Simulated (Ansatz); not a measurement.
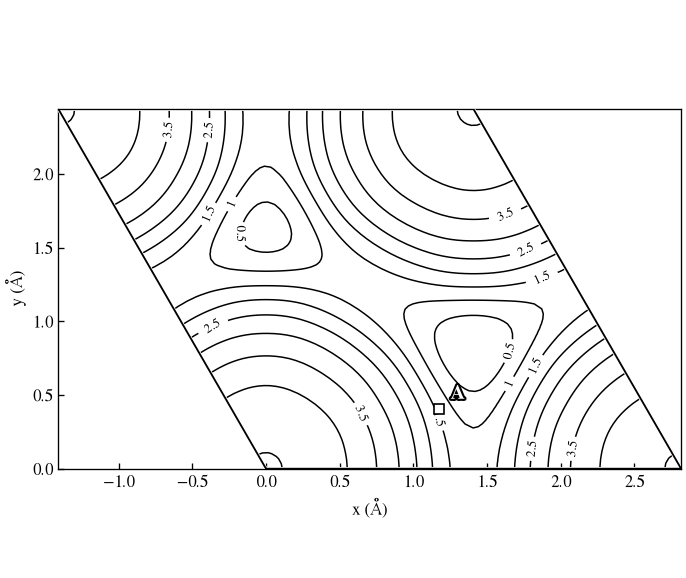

N on an Al(111) slab cut from the Fm-3m phase, its upper half relaxed before the scan (12 atoms of substrate and one adsorbate in a 2 × 2 cell). N is moved over the surface cell; relaxed at each place: the height of the adsorbate's atoms; substrate rigid; the origin of the map has the adsorbate above Al9. Places are given modulo a cell vector. The map is drawn in real space over the plane of the surface. The scan uses a 6 × 6 grid; 10 points were computed and 26 follow by symmetry. Places are given in fractions of the 1 × 1 surface cell. Energies are in eV, from the lowest grid point. Theory: DFT LDA, scalar-relativistic, plane waves, PAW (Ansatz). Settings: cutoff 420 eV, k-mesh 6×6×1, gaussian smearing 0.1 eV, no spin polarisation.

Drawn: contour lines labelled in eV, the outline of one cell of the plane, the point A. Between grid points the surface is interpolated.

### Which way does the force act at A, and how strong is it?

A, at (3/6, 1/6) of the cell vectors, is not a stationary point. The computed force is 5 eV/Å in the plane, pointing up and right in the picture (components 4.5 and 2.1 eV/Å).
